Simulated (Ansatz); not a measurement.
```xyz
6

Al   -0.1473    0.5868   -0.5194
Cl    1.8447    0.0800   -0.9466
Cl   -1.6352   -0.0808   -1.8223
Cl   -0.5085    2.3258    0.5769
H     0.8953   -1.6759    1.2606
Br   -0.4490   -1.2359    1.4507
```

The reactant side of a reaction path; geometry: PBE0-D4/def2-TZVP.

These are results of RKS PBE0-D4/def2-TZVPP (Ansatz), not measurements.

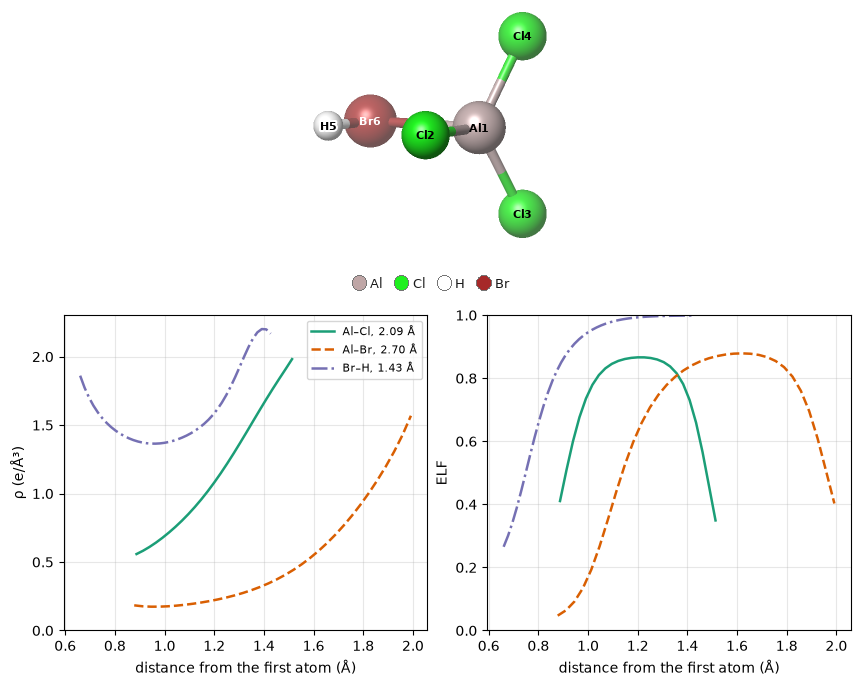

AlBrCl$_{3}$H. Electron density and electron localisation function along straight lines between neighbouring atoms. The curves leave out the atomic cores. The structure is drawn too.

**Compare the contacts.**

Al–Cl (2.09 Å): ρ at the midpoint is about 0.76 e/Å³; the ELF peaks at about 0.85 in the valence shell of Cl, 0.9 Å from its nucleus, and is about 0.80 at the midpoint.
Al–Br (2.70 Å): the density is about 0.29 e/Å³ at the midpoint, with its minimum of 0.17 e/Å³ about 0.9 Å from Al; the ELF peaks at about 0.90 in the valence shell of Br, 1.1 Å from its nucleus, and is about 0.80 at the midpoint.
Br–H (1.43 Å): the density is about 1.6 e/Å³ at the midpoint; the ELF climbs to about 1 towards the hydrogen, as it does in any bond to H.
